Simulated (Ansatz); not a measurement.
# H2S2 (SMILES SS): levels of theory compared

We compute a comparison of 6 runs (UHF/STO-3G, CAM-B3LYP/STO-3G, HSE06/STO-3G, r2SCAN/STO-3G, wB97X/STO-3G, CCSD(T)/STO-3G) of H2S2. 

The results are computed with Ansatz 0.2.0.

44 further runs of the same task are left out: 10 that didn't finish, 34 set aside as unsound or not needed.

## Step 1: The molecule

The species is H2S2 (4 atoms), meant as a singlet with charge 0. As SMILES, `SS`. The S2–S1 distance was set to 5.115 Å, away from the relaxed value. At this shape a bond of the SMILES string is far longer than usual.

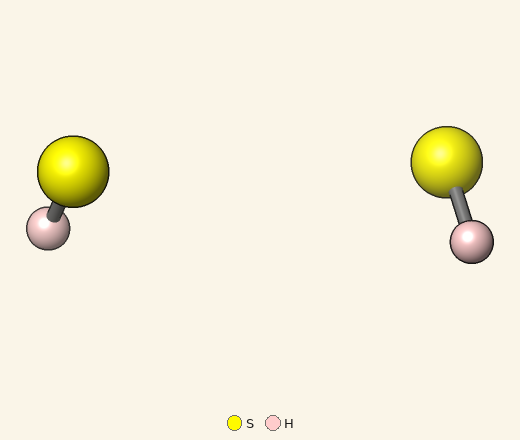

Viewed from a chosen angle; sulfur yellow, hydrogen pink.

## Step 2: The energy at UHF/STO-3G (run 1)

File in.yaml:

```yaml
basis:
  gaussian:
    orbitals: STO-3G
crystal:
  periodic: [false, false, false]
  atoms:
    - symbol: S
      position_ang: [1.870870, -3.655365, 0.315685]
    - symbol: S
      position_ang: [0.060220, 1.121560, 0.067360]
    - symbol: H
      position_ang: [0.860970, -4.218745, 1.005875]
    - symbol: H
      position_ang: [-0.619290, 1.020250, -1.090950]
accuracy: high
magnetization:
  spin_polarized: true
  initial_magnetization: 0
hamiltonian:
  xc: hf
```

Command:

```sh
$ ansatz run in.yaml --threads 1 --pin off --max-ram 3480MiB --events-out events.jsonl --progress --plain --runs-dir runs
```

The log of the run:

```text
Warning: RAYON_NUM_THREADS=1 ignored (pool sized by the plan → 1); use --threads N
Functional definition: HF
  name "HF"
  exchange = exact_x
  correlation = 0
295 factors; integrals over basis functions are off by at most 1.5e-8 eV
mean field evaluation 1: about -21419.8975 eV, gradient 8.0e0 eV
mean field evaluation 2: about -21419.9060 eV, gradient 8.0e0 eV
mean field evaluation 4: about -21419.4473 eV, gradient 8.3e0 eV
mean field evaluation 8: about -21420.6061 eV, gradient 1.5e-2 eV
mean field evaluation 16: about -21420.6038 eV, gradient 3.3e-1 eV
mean field evaluation 32: about -21426.8051 eV, gradient 4.9e-5 eV
mean field evaluation 64: about -21426.8050 eV, gradient 2.2e-2 eV
mean field evaluation 96: about -21426.7991 eV, gradient 5.4e-3 eV
mean field evaluation 128: about -21426.8015 eV, gradient 3.0e-3 eV
mean field evaluation 160: about -21426.8011 eV, gradient 3.7e-3 eV
mean field evaluation 192: about -21426.8033 eV, gradient 1.4e-2 eV
mean field evaluation 224: about -21426.8005 eV, gradient 5.3e-3 eV
mean field evaluation 256: about -21426.8020 eV, gradient 7.0e-2 eV
mean field evaluation 288: about -21426.7991 eV, gradient 5.4e-3 eV
mean field evaluation 320: about -21426.8015 eV, gradient 1.3e-1 eV
mean field evaluation 352: about -21426.8011 eV, gradient 3.7e-3 eV
mean field evaluation 384: about -21420.6061 eV, gradient 6.7e-5 eV
mean field -21426.80505362 eV, -787.4205621103 hartree, gradient 1.0e-8 eV, S^2 1.005808; 5 other end points of the search recorded, 0 dependent functions left out
reference -21426.80505362 eV, -787.4205621103 hartree; 17, 17 occupied and 3, 3 virtual orbitals, 295 factors
Total energy: -21426.80505362 eV, -787.4205621103 hartree
```

It took 0.44 s on 1 thread of Intel Xeon 6975P-C (Granite Rapids), shared host.

## Step 3: A single-point energy at CAM-B3LYP/STO-3G (run 2)

File molecule.yaml:

```yaml
crystal:
  periodic: [false, false, false]
  atoms:
    - {symbol: S, position_ang: [1.870870, -3.655365, 0.315685]}
    - {symbol: S, position_ang: [0.060220, 1.121560, 0.067360]}
    - {symbol: H, position_ang: [0.860970, -4.218745, 1.005875]}
    - {symbol: H, position_ang: [-0.619290, 1.020250, -1.090950]}
basis:
  gaussian:
    orbitals: STO-3G
hamiltonian:
  xc: {name: CAM-B3LYP}
accuracy: high
```

Command:

```sh
$ ansatz run molecule.yaml --threads 1 --pin off --max-ram 3480MiB --events-out events.jsonl --progress --plain --runs-dir runs
```

The log of the run (excerpt; [...] marks lines left out):

```text
Warning: RAYON_NUM_THREADS=1 ignored (pool sized by the plan → 1); use --threads N
Functional definition: CAM-B3LYP
  name "CAM-B3LYP"
[...]
295 factors; integrals over basis functions are off by at most 1.5e-8 eV
130 factors; integrals over basis functions are off by at most 2.3e-9 eV
[...]
mean field -21455.18677977 eV, -788.4635713086 hartree, gradient 2.3e-8 eV, S^2 0.000000; 4 other end points of the search recorded, 0 dependent functions left out
reference -21455.18679534 eV, -788.4635718807 hartree; 17, 17 occupied and 3, 3 virtual orbitals, 295 factors
Total energy: -21455.18679534 eV, -788.4635718807 hartree
```

Run time: 1.1 s. Hardware: 1 thread of Intel Xeon 6975P-C (Granite Rapids), shared host.

Runs 3 to 5 aren't shown in full; the table further down has their settings and results.

## Step 4: A single-point energy at CCSD(T)/STO-3G (run 6)

File input.yaml:

```yaml
basis:
  gaussian:
    orbitals: STO-3G
crystal:
  periodic: [false, false, false]
  atoms:
    - {symbol: S, position_ang: [1.870870, -3.655365, 0.315685]}
    - {symbol: S, position_ang: [0.060220, 1.121560, 0.067360]}
    - {symbol: H, position_ang: [0.860970, -4.218745, 1.005875]}
    - {symbol: H, position_ang: [-0.619290, 1.020250, -1.090950]}
magnetization:
  spin_polarized: false
  initial_magnetization: 0
correlation:
  method: ccsd_t
  frozen_orbitals: {H: 0, S: 5}
accuracy: high
scf:
  omitted_lower_state_checks: [cluster_reference, increment]
```

Command:

```sh
$ ansatz run input.yaml --threads 1 --pin off --max-ram 3480MiB --events-out events.jsonl --progress --plain --runs-dir runs
```

The log of the run:

```text
Warning: RAYON_NUM_THREADS=1 ignored (pool sized by the plan → 1); use --threads N
[... 15 lines left out ...]
10 core orbitals not correlated: weight in the atoms' cores, before any rotation towards them, 1.000 or more for the frozen orbitals, at most 0.000 for the correlated occupied ones
[... 74 lines left out ...]
WARN: these amplitudes may be one of several solutions (largest doubles amplitude 1.00, level shift 15.58 eV)
Total energy: -21428.01584759 eV, -787.4650579682 hartree
Checks for a lower state left out: cluster_reference, increment
```

Run time: 0.2 s. Hardware: 1 thread of Intel Xeon 6975P-C (Granite Rapids), shared host.

## Step 5: All runs side by side

| run | level | frozen core orbitals | energy (Eh) | wall time |
| --- | --- | --- | --- | --- |
| 1 | UHF/STO-3G | – | -787.420562 | 0.44 s |
| 2 | CAM-B3LYP/STO-3G | – | -788.463572 | 1.1 s |
| 3 | HSE06/STO-3G | – | -788.250570 | 1.8 s |
| 4 | r2SCAN/STO-3G | – | -788.512930 | 6.9 s |
| 5 | wB97X/STO-3G | – | -788.475583 | 5.1 s |
| 6 | CCSD(T)/STO-3G | 10 | -787.465058 | 0.2 s |

## Step 6: What came out

| quantity | value |
| --- | --- |
| run 6: total energy | -787.46506 Eh |
| run 6: correlation energy (10 core orbitals frozen) | -272.3 mEh |
| run 6: (T) correction | -0.20 mEh |
| run 6: T1 diagnostic | 0.055 |

Totals of different functionals can't be ranked against each other. In run 6 the T1 diagnostic is large, so a single reference may not serve. In run 6 the log says that unrestricted orbitals would lower the reference, so the values rest on an unstable closed-shell determinant (other closed-shell runs at this shape may share the fault). In runs 1, 2, 3, 4, 5, 6 the basis is minimal, so the values are rough. In runs 2, 3, 4, 5, 6 a closed-shell determinant meets a far-stretched bond, which it describes badly. Spin contamination of the reference: run 1 ⟨S²⟩ = 1.01. Where it is this large, the reference is a mixture of spin states, and values that rest on it are in doubt. All runs together took 16 s, the longest 6.9 s.
